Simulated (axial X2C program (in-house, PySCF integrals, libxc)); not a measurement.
# Relativistic diatomic calculation, with input and output: BaP⁻

System: BaP⁻. The reference is closed-shell BaP⁻; the roots are vertical excitation energies. The distance is the PBE0 minimum at charge −1.
Method: EOM-EE-CCSD, two-component X2C with atomic mean-field Coulomb and Gaunt terms, Ba dyall-acv3z, P dyall-av3z (cores contracted) (axial X2C program (in-house, PySCF integrals, libxc)).

**Input**
```
{"zs": [56, 15], "q": -1, "bas": ["dyall-acv3z", "dyall-av3z"], "r0": 2.63, "eom": "ee", "thr": -2.0, "nmax": 88}
```

The line is the task of a batch: nuclear charges, charge, bases, a first guess of the distance and further settings. This report covers the levels named above. The log is that of the reference distance 2.618 Å.

Launched within a batch (the task file carries these settings):
```bash
python <driver script> task.json out
```

**Log**
```
two-component X2C + atomic mean field  HF
basis functions 223  fitting functions 1151  grid points 5082
iter        total energy     max residual
   1      -8469.407400036     1.36e+00
   2      -8469.810514550     1.71e-02
   3      -8469.812264135     6.95e-03
   4      -8469.813646384     2.58e-03
   5      -8469.814484114     1.54e-03
   6      -8469.814829657     1.45e-03
   7      -8469.815430370     7.60e-04
   8      -8469.815773233     3.52e-04
   9      -8469.815863196     3.30e-04
  10      -8469.815902261     3.40e-04
  11      -8469.815924050     3.49e-04
  12      -8469.815878534     3.30e-04
  13      -8469.815691614     2.23e-04
  14      -8469.815621386     2.66e-04
  15      -8469.815633012     1.52e-04
  16      -8469.815574670     3.16e-04
  17      -8469.815573502     1.82e-04
  18      -8469.815575135     4.29e-05
  19      -8469.815575254     7.88e-06
  20      -8469.815575243     9.16e-06
  21      -8469.815575247     1.55e-06
  22      -8469.815575247     5.56e-07
converged
one-electron -11915.30905638  Coulomb 3500.68608684  exact exchange -219.67292132  xc functional 0.00000000  nuclear repulsion 169.78947944  atomic mean-field constant -5.30916382
correlated 16  virtual 328  natural virtual 88  E(MP2) -0.408759613  MP2 remainder -0.081318046
iter   CCSD correlation   residual
   1     -0.319725208   2.95e-01
   2     -0.333391531   1.73e-01
   3     -0.339935441   7.74e-02
   4     -0.340852614   3.94e-02
   5     -0.341239489   2.50e-02
   6     -0.341398861   1.09e-02
   7     -0.341440143   6.84e-03
   8     -0.341472739   4.94e-03
   9     -0.341556346   3.84e-03
  10     -0.341548276   3.14e-03
  11     -0.341575612   2.57e-03
  12     -0.341577384   1.99e-03
  13     -0.341580462   1.19e-03
  14     -0.341592736   6.23e-04
  15     -0.341591947   3.69e-04
  16     -0.341589010   1.62e-04
  17     -0.341587750   8.54e-05
  18     -0.341587131   5.17e-05
  19     -0.341586294   3.05e-05
  20     -0.341586260   1.77e-05
  21     -0.341586251   1.15e-05
(T) -0.02092614394013244  T1 0.0915  D1 0.2293  max T2 0.198
EOM-EE-CCSD roots
2*Omega      energy/Eh   energy/eV  one-particle weight
    0       0.00310727      0.0846      0.965
    0       0.01765144      0.4803      0.916
    0       0.01767643      0.4810      0.917
    0       0.04506323      1.2262      0.891
    0       0.04508525      1.2268      0.891
    2       0.00312647      0.0851      0.965
    2       0.01701381      0.4630      0.917
    2       0.02615386      0.7117      0.879
    2       0.04543233      1.2363      0.891
    4       0.01641156      0.4466      0.918
    4       0.04581461      1.2467      0.891
    4       0.04875752      1.3268      0.862
    6       0.04990757      1.3581      0.870
```

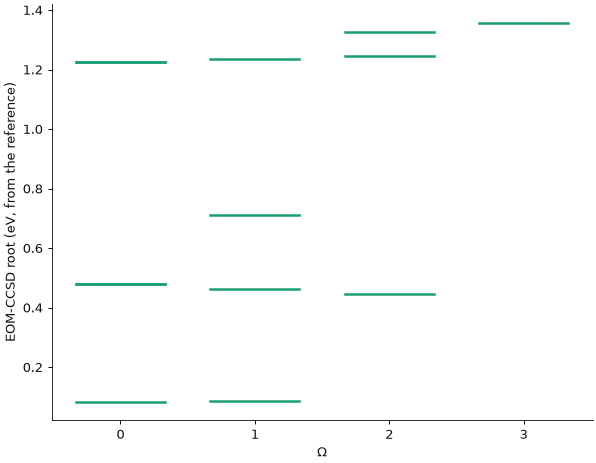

*EOM-CCSD roots by Ω at 2.62 Å.*

The lowest has Ω = 0 and lies at 0.085 eV, with one-particle weight 0.97.

**Summary**

- outcome: converged
- HF energy of the reference BaP⁻: −8469.81558 hartree
- MP2 energy of the reference BaP⁻: −8470.22433 hartree
- CCSD energy of the reference BaP⁻ (with the MP2 share of the virtual spinors left out of the coupled-cluster step): −8470.23848 hartree
- CCSD(T) energy of the reference BaP⁻: −8470.25941 hartree
- T1 diagnostic (spinor form; for a closed shell √2 times the usual value): 0.091
- hardware: 1 thread of Intel Xeon @ 2.90GHz (Ice Lake), 16 GiB of memory available, shared host
- wall time: 1.9 min
- peak memory: 1 GiB
